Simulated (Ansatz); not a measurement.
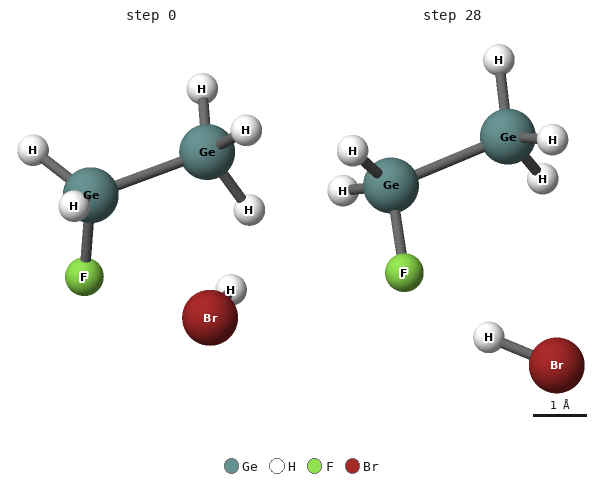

The structure of Ge$_{2}$H$_{6}$BrF before (left) and after (right) a relaxation, at one scale.

The picture is a ball-and-stick view, seen at a tilt.

The run prepares an end point of a later path (reaction) calculation, from a guessed geometry.

All numbers below come from RHF/def2-SVP (Ansatz). Set-up: no spin polarisation; force threshold 0.03 eV/Å; at most 50 steps.

Describe what moved and what it gained.

Answer. Over 26 accepted moves (28 points after the start) the energy falls by 0.469 eV. The largest force component goes from 1.2 to 0.013 eV/Å. The line search rejected the trial steps at points 19, 20 of the run. The atom that moves furthest after the best rigid fit is an H atom (1.38 Å). By element the largest moves are H 1.38 Å, Br 1.35 Å, F 1.24 Å, Ge 0.30 Å. Near-neighbour distances that change, for instance: Br–H 1.490 → 1.413 Å, Ge–Ge 2.417 → 2.455 Å, F–Ge 1.740 → 1.754 Å, Ge–H 1.525 → 1.529 Å. Among the angles between lasting bonds that change: H–Ge–F 107.3° → 104.9°, Ge–Ge–H 112.2° → 114.4°. Groups turn about Ge–Ge by about 65°. The run took 110 s on 4 threads of Arm Neoverse N1, on a shared host, peak memory 0.43 GiB.

Limits of the set-up: Hartree-Fock leaves out electron correlation.
